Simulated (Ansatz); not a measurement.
| atom | x (Å) | y (Å) | z (Å) |
| --- | --- | --- | --- |
| C | -0.6308 | 0.7516 | -0.7166 |
| C | 0.1795 | -0.2778 | -0.3943 |
| Si | -0.8591 | -0.9066 | 0.9278 |
| H | -0.4393 | 1.4794 | -1.5035 |
| H | -1.5819 | 0.9351 | -0.1829 |
| H | 0.8065 | -2.4649 | 1.1084 |
| H | 1.1148 | -0.4797 | -0.8998 |
| H | 0.3134 | -2.6720 | 1.6537 |

Geometry: PBE0-D4/def2-TZVP; at this geometry the atoms fall into two loosely joined parts.

Computed with RKS PBE0-D4/def2-TZVPP in Ansatz.

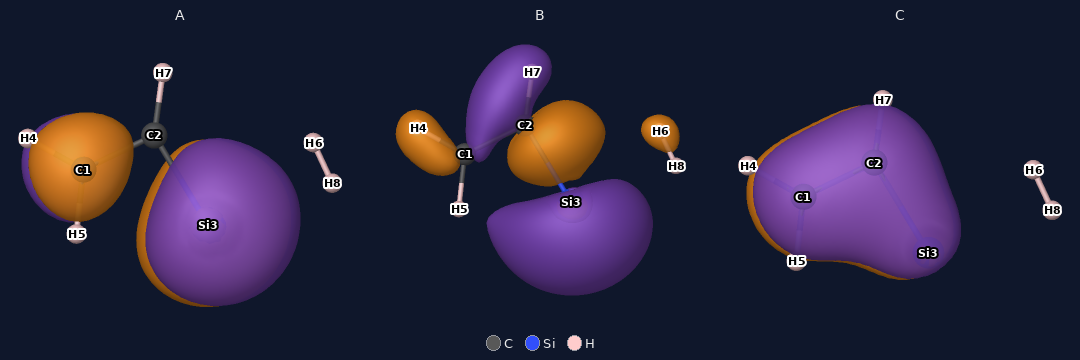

C₂H₅Si (charge +1). Three frontier orbitals at ±0.1 Å⁻³ᐟ² (orange and purple are the two phases), in no order.

### Which picture is the HOMO−1, the HOMO and the LUMO?

C is the HOMO−1 (−14.85 eV). Its weight (Hirshfeld) is mainly on C2 (about 40 %), C1 (about 35 %) and Si3 (about 15 %); it changes sign across the molecular plane (π type); π-bonding across C1–C2 and C2–Si3. B is the HOMO (−13.85 eV). It lies mainly on Si3 (about 65 %) and C2 (about 25 %); it is symmetric in the molecular plane (an in-plane orbital: σ, lone-pair or in-plane π type). A is the LUMO (−8.50 eV). Its weight (Hirshfeld) is mainly on Si3 (about 70 %) and C1 (about 20 %); it changes sign across the molecular plane (π type).

### What is the HOMO–LUMO gap?

5.35 eV between the orbital energies.
